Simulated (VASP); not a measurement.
Data:

```
In
1.0
   -1.60703     1.60703     2.47383
    1.60703    -1.60703     2.47383
    1.60703     1.60703    -2.47383
In
1
Cartesian
  0.00000   0.00000   0.00000
```

Method: AM05 GGA, VASP's PBE PAW potentials (set 64) (plane waves; VASP). Run with 520 eV cut-off, 18×18×18 Γ-centred mesh, tetrahedra with Blöchl corrections, potentials In_d.

Unless said otherwise, spin-orbit coupling is left out, though it shifts the bands of the heavy elements here.

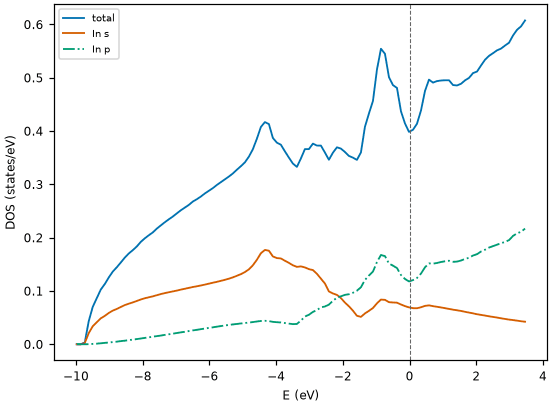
Figure. Total and projected density of states, zero at the Fermi level

Within 2 eV below the Fermi level the largest weight inside VASP's projection spheres is In p, then In s.

It has no gap at this level: it comes out as a metal or semimetal.

The compound is In in the bct structure. It was relaxed first.
